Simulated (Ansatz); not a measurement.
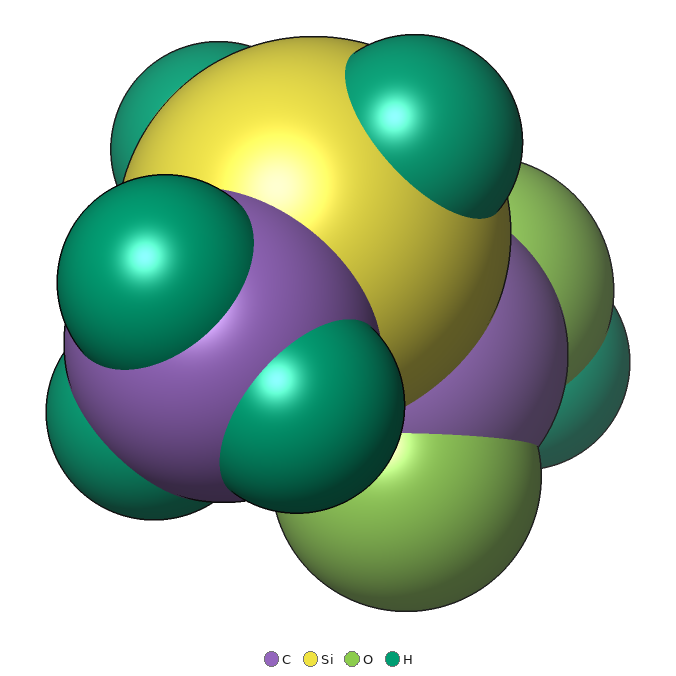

Computed geometry: PBE-D4/def2-SVP optimisation. No frequency run is at hand to confirm it as a minimum.

Give the structural formula.

SMILES: C[SiH2]C(=O)O

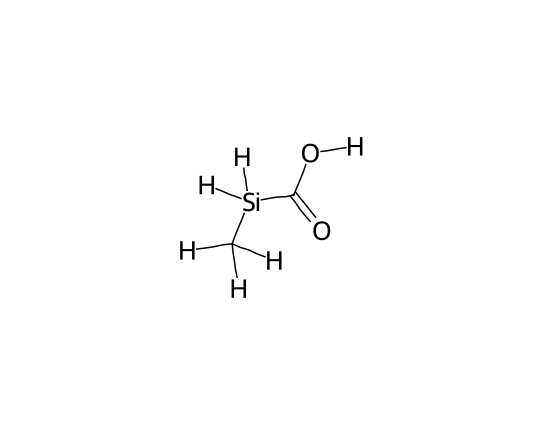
